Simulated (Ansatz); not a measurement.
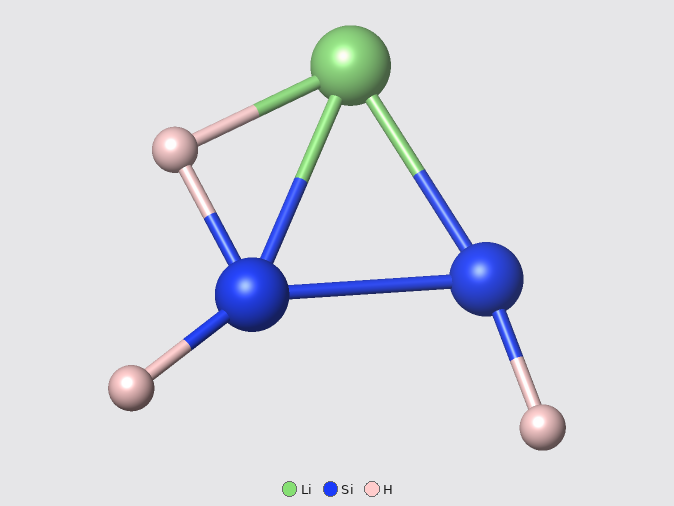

The computed structure is the end point of a PBE0-D4/def2-TZVP optimisation. No frequency run is at hand to confirm it as a minimum.

Question: Which formula does it have?

Answer: H3LiSi2, 6 atoms: 3 hydrogen, 1 lithium and 2 silicon.

Question: Count the bonded pairs by element.

Answer: 3 Si–H, 2 Li–Si, 1 Si–Si, 1 Li–H. Sticks follow a distance rule.

Question: How many atoms are distinct by symmetry?

Answer: 6: 1 Li, 1 Si, 1 Si, 1 H, 1 H, 1 H.

Question: Give the symmetry (Schoenflies symbol).

Answer: Cs.

More results for the same structure follow; atom numbers are the same in all pictures, views and colours differ.

Shape

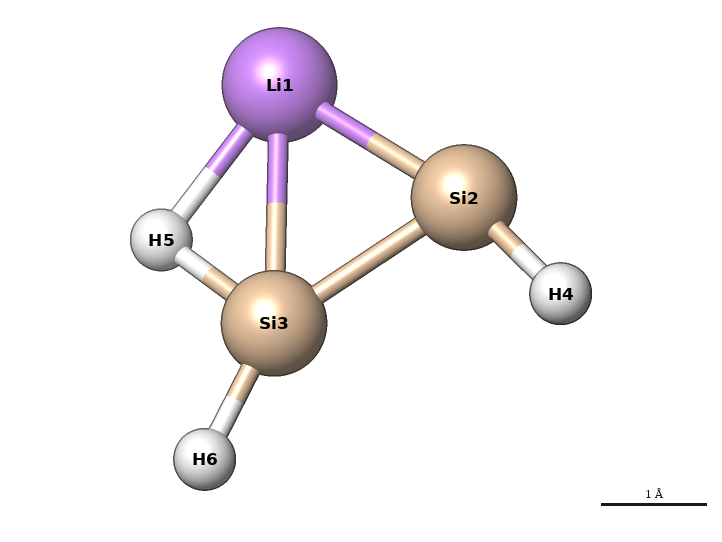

Numbered structure. No frequency run is at hand to confirm it as a minimum.

Estimate the angles Si2–Li1–Si3, Si2–Li1–H5, Si3–Li1–H5, Li1–Si2–Si3, Li1–Si2–H4, Si3–Si2–H4, Li1–Si3–Si2, Li1–Si3–H5, Li1–Si3–H6, Si2–Si3–H5, Si2–Si3–H6, H5–Si3–H6, Li1–H5–Si3.

| angle | degrees |
| --- | --- |
| Si2–Li1–Si3 | 53.7 |
| Si2–Li1–H5 | 92.1 |
| Si3–Li1–H5 | 38.4 |
| Li1–Si2–Si3 | 65.9 |
| Li1–Si2–H4 | 168.2 |
| Si3–Si2–H4 | 102.3 |
| Li1–Si3–Si2 | 60.4 |
| Li1–Si3–H5 | 49.2 |
| Li1–Si3–H6 | 153.2 |
| Si2–Si3–H5 | 109.6 |
| Si2–Si3–H6 | 146.4 |
| H5–Si3–H6 | 104.0 |
| Li1–H5–Si3 | 92.4 |

Electronic properties

No frequency run is at hand to confirm it as a minimum. Level of theory: RKS PBE0-D4/def2-TZVPP (Ansatz 0.2.0).

Computed properties:

- HOMO energy (Kohn–Sham orbital): −5.48 eV
- LUMO energy (Kohn–Sham orbital): −1.19 eV
- HOMO–LUMO gap: 4.29 eV

Charges

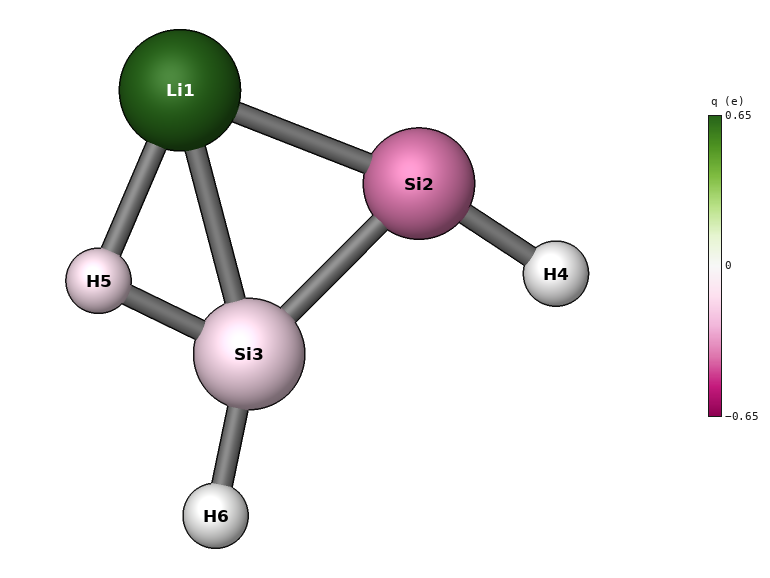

Atoms are coloured by their Mulliken charges. No frequency run is at hand to confirm it as a minimum. Level of theory: RKS PBE0-D4/def2-TZVP (Ansatz 0.2.0).

Question: Which atom carries the highest charge (most positive or least negative)?

Answer: Li1 (0.65 e).

Question: And the lowest?

Answer: Si2 (−0.38 e).

Give the Mulliken charges atom by atom.

```
atom  value (e)
 Li1       0.65
 Si2      −0.38
 Si3      −0.14
  H4       0.00
  H5      −0.12
  H6       0.00
```

Dipole moment

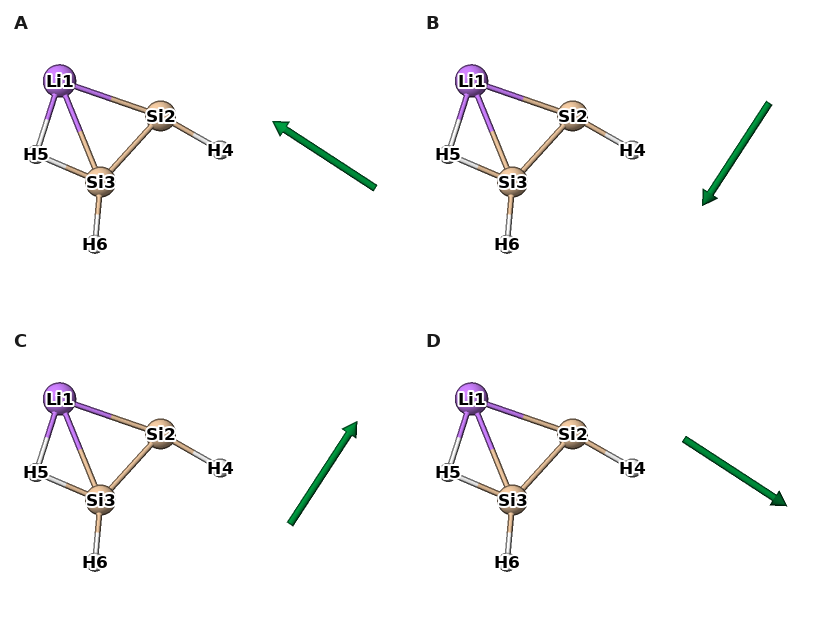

The same molecule four times, each with an arrow. No frequency run is at hand to confirm it as a minimum. Properties computed with RKS PBE0-D4/def2-TZVP (Ansatz 0.2.0).

Question: Which arrow points along the dipole moment, from the negative to the positive end?

Answer: A. The dipole moment is 4.34 D; it points from the side of H4 to the side of Li1 (the outermost atoms at the two ends).

Mulliken values depend strongly on the basis set and can even reverse the polarity of a bond.
